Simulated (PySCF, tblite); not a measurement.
**C3H11PSi2: geometry, infrared bands and NMR shifts**

What infrared bands and NMR shifts should C3H11PSi2 (`C[SiH2]/C=C/[SiH2]P`) show?

The runs use tblite 0.8.0 and PySCF 2.14.0, with density-fitted response routines of our own; the level of theory stands in each step. All values are computed, except where a source is named. Atoms count from 0, in the outputs and in this text.

**1. The molecule as given**

17 atoms, charge 0, multiplicity 1; geometry from: force field or distance geometry start.

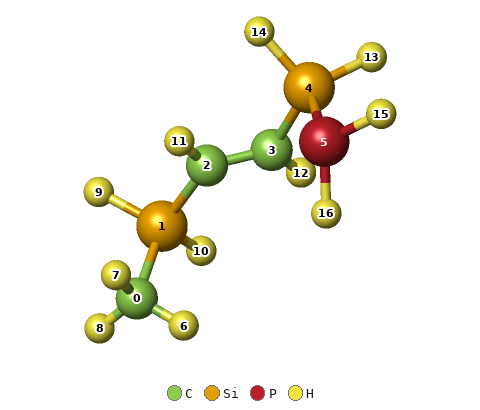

The starting geometry (carbon green, silicon amber, phosphorus red, hydrogen yellow), atoms numbered.

**2. Optimising the geometry with GFN2-xTB**

The job: settings as JSON, then the geometry in Å.

```
{"job": {"kind": "relax", "xc": "GFN2-xTB", "basis": "xTB"}, "charge": 0, "multiplicity": 1}
C     -2.674700    -1.176200     0.340400
Si    -2.077200     0.571100     0.005600
C     -0.320300     0.633500     0.546100
C      0.666500     0.882300    -0.314300
Si     2.381000     0.911100     0.403700
P      2.907800    -1.183200     0.806200
H     -2.177100    -1.812400    -0.402100
H     -2.311500    -1.427500     1.355700
H     -3.772100    -1.158300     0.258600
H     -2.826200     1.471400     0.920600
H     -2.281800     0.903900    -1.389700
H     -0.089100     0.473600     1.609900
H      0.488700     1.044700    -1.370800
H      3.343400     1.598500    -0.482900
H      2.303500     1.723400     1.649400
H      4.320900    -1.353000     0.672100
H      2.111200    -2.090900     0.031200
```

Started as:

```bash
> OMP_NUM_THREADS=1 python probes_run.py task.json out
```

One launch serves the whole session: the jobs run in the order shown.

What it wrote:

```text
step      E/eV     max force
  0    -487.53392    1.755
  1    -487.70120    1.593
  2    -488.07796    1.330
  3    -488.21042    1.181
  4    -488.31418    0.623
  5    -488.34328    0.391
  6    -488.36055    0.369
  7    -488.37255    0.324
  8    -488.38388    0.251
  9    -488.39377    0.233
 10    -488.40400    0.266
 11    -488.41359    0.252
 12    -488.42084    0.243
 13    -488.42611    0.205
 14    -488.43047    0.179
 15    -488.43412    0.153
 16    -488.43686    0.120
 17    -488.43883    0.098
 18    -488.44045    0.100
 19    -488.44232    0.118
 20    -488.44490    0.140
 21    -488.44775    0.150
 22    -488.44984    0.106
 23    -488.45098    0.073
 24    -488.45174    0.082
 25    -488.45253    0.084
 26    -488.45333    0.064
 27    -488.45400    0.065
 28    -488.45452    0.057
 29    -488.45505    0.053
 30    -488.45570    0.055
 31    -488.45648    0.064
 32    -488.45724    0.068
 33    -488.45793    0.064
 34    -488.45863    0.087
 35    -488.45953    0.100
 36    -488.46064    0.099
 37    -488.46175    0.092
 38    -488.46256    0.062
 39    -488.46308    0.058
 40    -488.46343    0.053
 41    -488.46373    0.044
 42    -488.46399    0.044
 43    -488.46423    0.045
 44    -488.46454    0.052
 45    -488.46496    0.074
 46    -488.46540    0.071
 47    -488.46573    0.040
 48    -488.46594    0.037
 49    -488.46611    0.038
 50    -488.46636    0.059
 51    -488.46663    0.059
 52    -488.46686    0.034
 53    -488.46703    0.036
 54    -488.46724    0.034
 55    -488.46759    0.069
 56    -488.46814    0.092
 57    -488.46873    0.077
 58    -488.46917    0.042
 59    -488.46946    0.043
 60    -488.46979    0.052
 61    -488.47036    0.084
 62    -488.47120    0.096
 63    -488.47212    0.074
 64    -488.47293    0.087
 65    -488.47364    0.087
 66    -488.47431    0.102
 67    -488.47500    0.091
 68    -488.47585    0.070
 69    -488.47700    0.066
 70    -488.47775    0.080
 71    -488.47983    0.125
 72    -488.48165    0.135
 73    -488.48265    0.145
 74    -488.48408    0.044
 75    -488.48444    0.041
 76    -488.48492    0.036
 77    -488.48529    0.044
 78    -488.48601    0.059
 79    -488.48672    0.057
 80    -488.48742    0.055
 81    -488.48791    0.046
 82    -488.48833    0.044
 83    -488.48856    0.083
 84    -488.48896    0.044
 85    -488.48918    0.033
 86    -488.48938    0.029
 87    -488.48950    0.025
 88    -488.48965    0.025
 89    -488.48981    0.036
 90    -488.49010    0.052
 91    -488.49058    0.067
 92    -488.49122    0.062
 93    -488.49186    0.074
 94    -488.49237    0.081
 95    -488.49285    0.090
 96    -488.49349    0.082
 97    -488.49450    0.069
 98    -488.49587    0.074
 99    -488.49660    0.096
100    -488.49852    0.137
101    -488.50093    0.142
102    -488.50226    0.269
103    -488.50807    0.192
104    -488.51085    0.155
105    -488.51377    0.161
106    -488.51147    0.313
107    -488.51715    0.108
108    -488.51849    0.076
109    -488.52130    0.132
110    -488.52302    0.127
111    -488.52440    0.154
112    -488.52348    0.238
113    -488.52541    0.125
114    -488.52565    0.088
115    -488.52592    0.038
116    -488.52612    0.030
117    -488.52644    0.053
118    -488.52671    0.064
119    -488.52694    0.044
120    -488.52713    0.026
121    -488.52728    0.026
122    -488.52736    0.026
123    -488.52741    0.021
124    -488.52746    0.020
125    -488.52753    0.023
126    -488.52758    0.019
127    -488.52760    0.010
```

Run time: 0.88 s. Hardware: 1 thread of Arm Neoverse V2, shared host.

Step by step: (not every step is listed)

```
step  energy from step 0 (eV)  largest force (eV/Å)
   0                   0.0000                1.7554
   1                  -0.1673                1.5932
   2                  -0.5440                1.3297
   3                  -0.6765                1.1813
   4                  -0.7803                0.6230
   5                  -0.8094                0.3906
   6                  -0.8266                0.3690
   7                  -0.8386                0.3243
   8                  -0.8500                0.2512
  19                  -0.9084                0.1185
  30                  -0.9218                0.0553
  41                  -0.9298                0.0444
  52                  -0.9329                0.0344
  63                  -0.9382                0.0740
  74                  -0.9502                0.0437
  85                  -0.9553                0.0333
  96                  -0.9596                0.0819
 107                  -0.9832                0.1080
 118                  -0.9928                0.0645
 122                  -0.9934                0.0256
 123                  -0.9935                0.0209
 124                  -0.9935                0.0200
 125                  -0.9936                0.0226
 126                  -0.9937                0.0187
 127                  -0.9937                0.0100
```

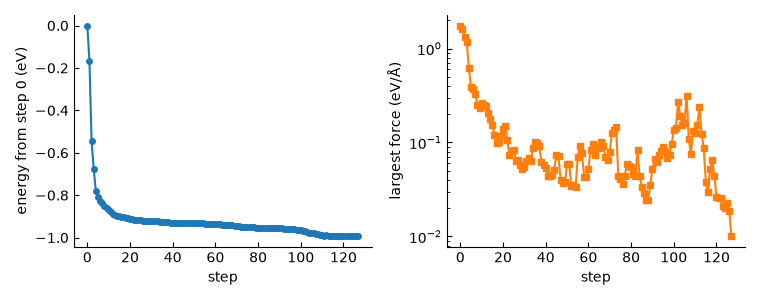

Energy and largest force along the relaxation.

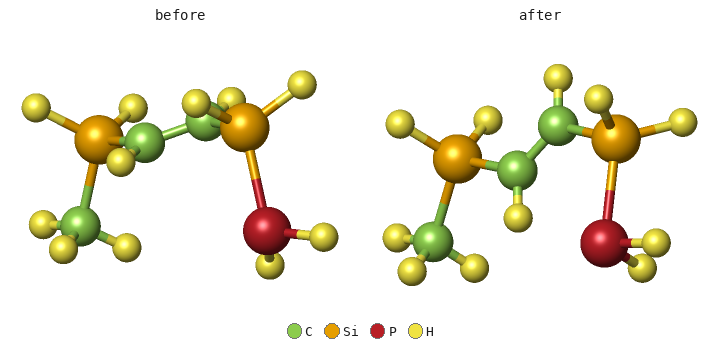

Before and after, at one scale.

Distances of close pairs at the start and the end, largest changes first:

```
   bond  before (Å)  after (Å)  change (Å)
 P5–H16       1.435      1.384      -0.051
 Si1–C2       1.839      1.888      +0.049
 P5–H15       1.430      1.382      -0.048
 Si4–P5       2.197      2.244      +0.047
 C3–Si4       1.859      1.884      +0.025
  C0–H7       1.107      1.087      -0.021
Si4–H14       1.489      1.469      -0.020
Si1–H10       1.449      1.469      +0.020
```

The end geometry stands in the next job.

**3. Harmonic vibrations with GFN2-xTB**

The job: settings as JSON, then the geometry in Å.

```
{"job": {"kind": "ir", "xc": "GFN2-xTB", "basis": "xTB"}, "charge": 0, "multiplicity": 1}
C     -2.920754    -1.203578     0.309190
Si    -2.105585     0.489501     0.052202
C     -0.247680     0.298372     0.328820
C      0.685017     1.142506    -0.105692
Si     2.529725     0.934901     0.218156
P      2.751333    -1.010511     1.314264
H     -2.560199    -1.934808    -0.409020
H     -2.714417    -1.591478     1.303053
H     -3.999047    -1.140977     0.198306
H     -2.643523     1.460410     1.015933
H     -2.348737     0.980610    -1.311009
H      0.089914    -0.565804     0.899026
H      0.375341     2.011205    -0.673869
H      3.281401     0.981118    -1.045769
H      3.045605     1.989898     1.100435
H      4.131923    -1.021592     1.256830
H      2.642684    -1.807744     0.188693
```

What it wrote:

```text
mode    cm-1     km/mol
  1     -17.7      0.62
  2      62.9      0.12
  3      79.5      0.43
  4     107.2      1.15
  5     121.4      7.21
  6     128.2      0.08
  7     152.9      1.44
  8     240.1      2.43
  9     313.6      3.62
 10     405.3     18.87
 11     451.5     87.96
 12     480.4     29.33
 13     525.4     11.61
 14     568.9     28.68
 15     618.9    365.74
 16     667.7     86.75
 17     683.0     96.02
 18     685.5     11.29
 19     702.8     11.61
 20     748.9     82.73
 21     773.5    119.61
 22     780.6    185.55
 23     784.5    176.68
 24     801.7    241.97
 25     826.5     79.70
 26     848.3    245.13
 27    1023.7     10.75
 28    1150.0     16.39
 29    1178.6     45.81
 30    1298.3      0.71
 31    1375.0     10.39
 32    1487.8      0.05
 33    1492.2      0.26
 34    1625.6      1.60
 35    2178.3    248.22
 36    2201.0    345.21
 37    2204.8    321.80
 38    2216.9    193.90
 39    2304.8    122.69
 40    2392.3    155.87
 41    2959.7     50.86
 42    3026.0     46.41
 43    3033.9     35.60
 44    3036.3     30.02
 45    3045.6     22.86
```

Wall time 0.56 s (1 thread of Arm Neoverse V2, shared host).

The strongest bands and the atoms that carry them (share of the mass-weighted mode):

```
cm⁻¹  km/mol                                  atoms
 619   365.7           H13 41 %, H14 26 %, H15 11 %
 781   185.6  H14 16 %, H13 14 %, H10 14 %, H9 13 %
 802   242.0  C3 20 %, Si4 16 %, Si1 12 %, H10 11 %
 848   245.1    H8 32 %, Si1 17 %, C0 13 %, H7 11 %
2178   248.2                               H13 92 %
2201   345.2                      H9 61 %, H10 23 %
2205   321.8                               H14 82 %
2217   193.9                      H10 68 %, H9 29 %
```

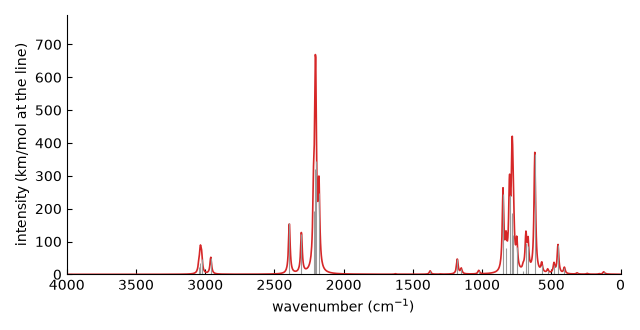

The infrared spectrum from these modes, unscaled. Lines are broadened to a width of 14 cm⁻¹ (Lorentzian).

**4. Nuclear shieldings: PBE0/pcSseg-1**

Same as in step 3 but for these lines:

```diff
@@ -1,2 +1,2 @@
-{"job": {"kind": "ir", "xc": "GFN2-xTB", "basis": "xTB"}, "charge": 0, "multiplicity": 1}
+{"job": {"kind": "nmr", "xc": "PBE0", "basis": "pcSseg-1"}, "charge": 0, "multiplicity": 1}
 C     -2.920754    -1.203578     0.309190
```

Method: GIAO PBE0/pcSseg-1 NMR shielding, non-relativistic, gas phase.

What it wrote:

```text
coarse grid: 14952 points
cycle   1  E = -1040.5997116932  dE =  1.884e-01  |g| = 4.153e-01  |ddm| = 3.604e+00
cycle   2  E = -1040.5887861583  dE =  1.093e-02  |g| = 4.567e-01  |ddm| = 7.840e-01
cycle   3  E = -1040.6450853709  dE = -5.630e-02  |g| = 3.347e-02  |ddm| = 4.578e-01
cycle   4  E = -1040.6452690779  dE = -1.837e-04  |g| = 2.476e-02  |ddm| = 6.424e-02
cycle   5  E = -1040.6454257870  dE = -1.567e-04  |g| = 6.904e-03  |ddm| = 2.585e-02
cycle   6  E = -1040.6454375567  dE = -1.177e-05  |g| = 1.806e-03  |ddm| = 7.658e-03
cycle   7  E = -1040.6454384145  dE = -8.578e-07  |g| = 3.940e-04  |ddm| = 2.329e-03
final grid: 128496 points
cycle   8  E = -1040.6804866912  dE = -2.257e-05  |g| = 6.530e-03  |ddm| = 2.167e-02
cycle   9  E = -1040.6804827558  dE =  3.935e-06  |g| = 7.512e-03  |ddm| = 1.274e-02
cycle  10  E = -1040.6804979377  dE = -1.518e-05  |g| = 3.312e-04  |ddm| = 6.943e-03
cycle  11  E = -1040.6804979567  dE = -1.905e-08  |g| = 1.530e-04  |ddm| = 5.429e-04
cycle  12  E = -1040.6804979624  dE = -5.654e-09  |g| = 6.674e-05  |ddm| = 2.104e-04
cycle  13  E = -1040.6804979635  dE = -1.103e-09  |g| = 1.615e-05  |ddm| = 6.445e-05
cycle  14  E = -1040.6804979636  dE = -6.753e-11  |g| = 3.273e-06  |ddm| = 1.876e-05
converged SCF energy = -1040.6804979636

GIAO shielding tensors (ppm)
atom      isotropic    diamagn.    paramagn.     s11        s22        s33       span
  0 C      193.948     252.598     -58.649    190.646    192.341    198.857      8.211
  1 Si     400.339     881.305    -480.967    358.127    396.018    446.871     88.744
  2 C       27.073     262.228    -235.155   -100.800     14.759    167.260    268.060
  3 C       33.660     259.121    -225.461    -86.462     13.522    173.919    260.381
  4 Si     402.028     880.895    -478.867    348.031    406.595    451.458    103.427
  5 P      633.915     968.081    -334.166    562.660    612.705    726.380    163.720
  6 H       31.442      31.703      -0.262     27.352     28.931     38.041     10.690
  7 H       31.351      30.802       0.549     26.988     28.949     38.118     11.130
  8 H       31.545      27.212       4.333     26.857     28.131     39.647     12.790
  9 H       27.207      29.329      -2.122     23.807     25.984     31.829      8.022
 10 H       27.312      30.062      -2.749     23.803     26.403     31.731      7.928
 11 H       24.682      36.150     -11.468     19.505     22.314     32.228     12.723
 12 H       24.622      32.968      -8.345     21.919     23.393     28.554      6.635
 13 H       26.791      29.126      -2.334     22.882     25.106     32.386      9.504
 14 H       27.100      28.689      -1.590     23.670     25.142     32.487      8.817
 15 H       30.802      28.773       2.030     25.646     26.884     39.877     14.231
 16 H       30.824      31.495      -0.671     25.538     27.806     39.129     13.591
```

It took 31 s on 1 thread of Arm Neoverse V2, shared host; peak memory 0.81 GiB.

Shifts follow as δ = σ(reference) − σ, with reference shieldings (ppm) from runs at the same level and on the same kind of geometry: 1H TMS 31.72, 13C TMS 186.9, 29Si TMS 349.2, 31P H3PO4 318.4. The references are single molecules in the gas phase, so shifts against H2O, NH3, PH3, H3PO4 or CFCl3 are not on the usual liquid scales and can be off by tens of ppm. Atoms listed in one row are averaged.

```
     atoms                               environment  σ (ppm)  δ (ppm)  δ scaled to CDCl3
        C2                                 alkene CH     27.1    159.9              154.1
        C3                                 alkene CH     33.7    153.3              147.7
        C0                methyl carbon bonded to Si    193.9     -7.0               -8.8
       H12                  hydrogen on an alkene CH    24.62     7.09               6.79
       H11                  hydrogen on an alkene CH    24.68     7.03               6.74
  H13, H14      hydrogen on a silicon bonded to C, P    26.95     4.77                  –
   H9, H10       hydrogen on a silicon bonded to 2 C    27.26     4.46                  –
  H15, H16     hydrogen on a phosphorus bonded to Si    30.81     0.90                  –
H6, H7, H8  hydrogen on a methyl carbon bonded to Si    31.45     0.27               0.36
       Si1                silicon bonded to 2 C, 2 H    400.3    -51.2                  –
       Si4               silicon bonded to C, P, 2 H    402.0    -52.9                  –
        P5              phosphorus bonded to Si, 2 H    633.9   -315.5                  –
```

The scaled column applies a straight-line fit of computed shieldings to shifts measured in CDCl3 (root-mean-square error 0.16 ppm for H, 1.9 ppm for C).

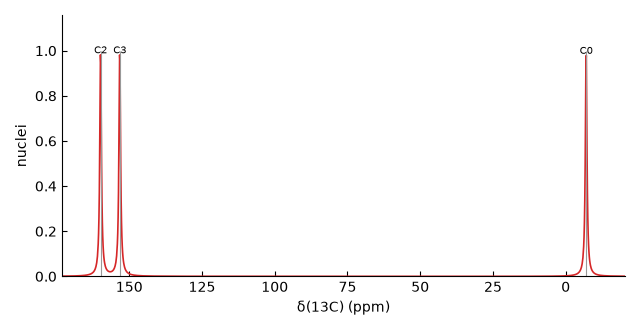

13C lines at the computed shifts, without couplings. Lines are broadened to a width of 0.67 ppm (Lorentzian).

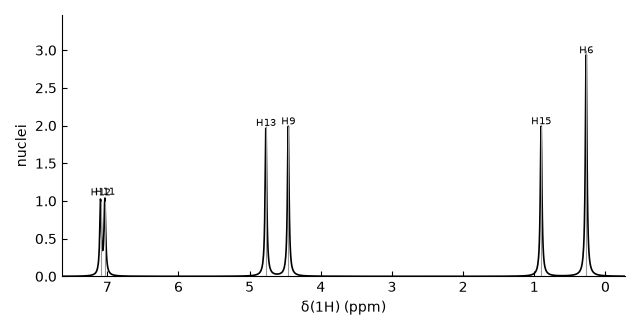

1H lines at the computed shifts, without couplings. Lines are broadened to a width of 0.03 ppm (Lorentzian).

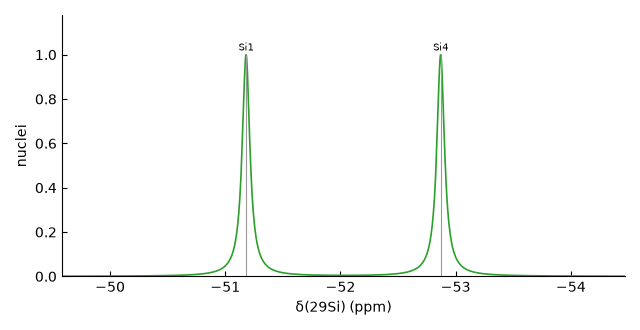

29Si lines at the computed shifts, without couplings. Lines are broadened to a width of 0.08 ppm (Lorentzian).

Charges from the same density, by scheme (e):

```
atoms  Mulliken    IAO  Hirshfeld  ESP fit
   C0     -0.63  -0.72      -0.21    -0.55
  Si1      0.69   0.77       0.35     0.62
   C2     -0.43  -0.39      -0.13    -0.28
   C3     -0.40  -0.40      -0.13    -0.30
  Si4      0.51   0.58       0.28     0.43
   P5     -0.28  -0.11      -0.02    -0.41
```

ESP fit charges:

C0 -0.55; Si1 0.62; C2 -0.28; C3 -0.30; Si4 0.43; P5 -0.41; H6 0.14; H7 0.13; H8 0.13; H9 -0.15; H10 -0.15; H11 0.17; H12 0.16; H13 -0.12; H14 -0.07; H15 0.13; H16 0.12

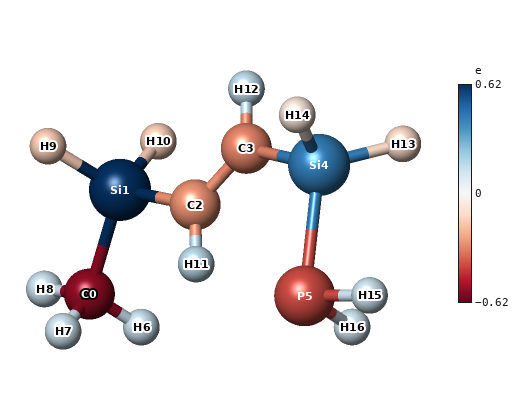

ESP fit charges, as colours on the atoms.

Mayer bond orders: C0–Si1 0.96, Si1–C2 0.86, C2–C3 1.95, C3–Si4 0.89, Si4–P5 0.99.

The fields below are evaluated on a grid from the run's orbitals.

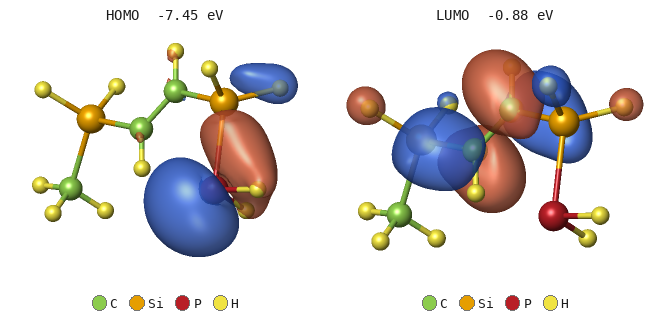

PBE0/pcSseg-1 orbitals near the gap, drawn at the value that encloses 70 % of each; the two colours are the two signs.

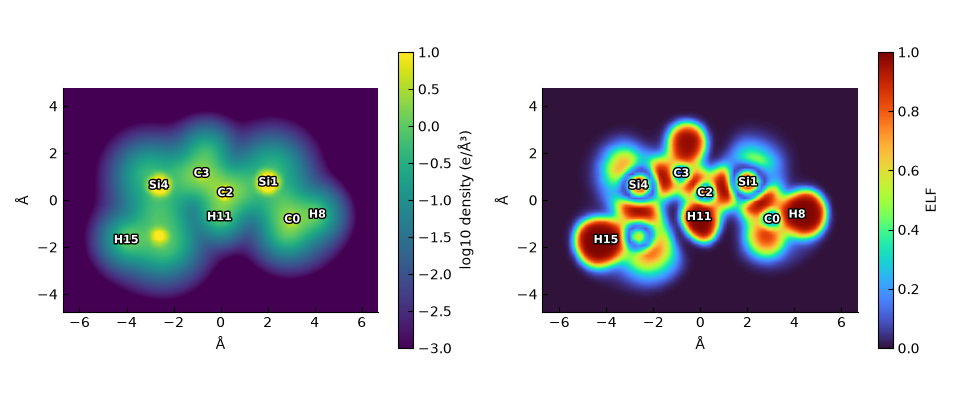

Density (left) and ELF (right) in a plane through or near 8 of the atoms.

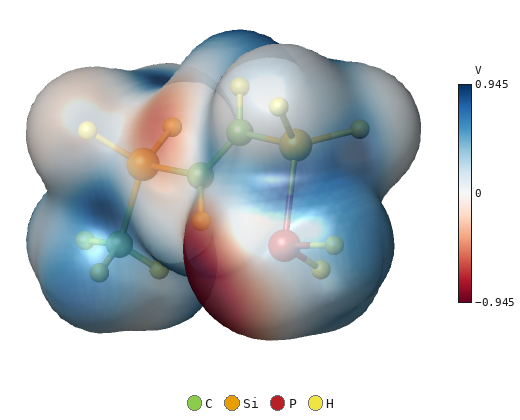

The potential that a unit positive charge feels on the 0.002 e/bohr³ surface, from -0.85 V near P5 to 0.95 V near H12.

**5. Summary of results**

```
                                                              quantity                                   value
                             strongest single infrared mode (GFN2-xTB)                    619 cm⁻¹, 366 km/mol
                                          zero-point energy (GFN2-xTB)                           74.0 kcal/mol
                                13C shifts against TMS (PBE0/pcSseg-1)                  159.9, 153.3, -7.0 ppm
1H shifts against TMS (PBE0/pcSseg-1, means over atoms taken as alike)  7.09, 7.03, 4.77, 4.46, 0.90, 0.27 ppm
                               29Si shifts against TMS (PBE0/pcSseg-1)                        -51.2, -52.9 ppm
                              31P shifts against H3PO4 (PBE0/pcSseg-1)                              -315.5 ppm
                                 surface potential, least and greatest                      -0.85 V and 0.95 V
```

In words: The optimisation took 127 steps and gained 0.994 eV; among the close pairs (by a distance rule), P5–H16 changed most, from 1.435 to 1.384 Å. The lowest mode is slightly imaginary (18i cm⁻¹), a soft motion within the noise of the Hessian, so the minimum is not strictly shown. The strongest single mode, at 619 cm⁻¹, is carried by H13, H14, H15. GFN2-xTB is a fitted tight-binding method: band positions and strengths are rough. Its intensities can rank the bands wrongly. At PBE0/pcSseg-1, counted by nearest atom on the grid, the HOMO lies on P5 62 %; Si4 9 %, the LUMO on C2, C3 about 29 % each; H11, H12 about 7 % each.
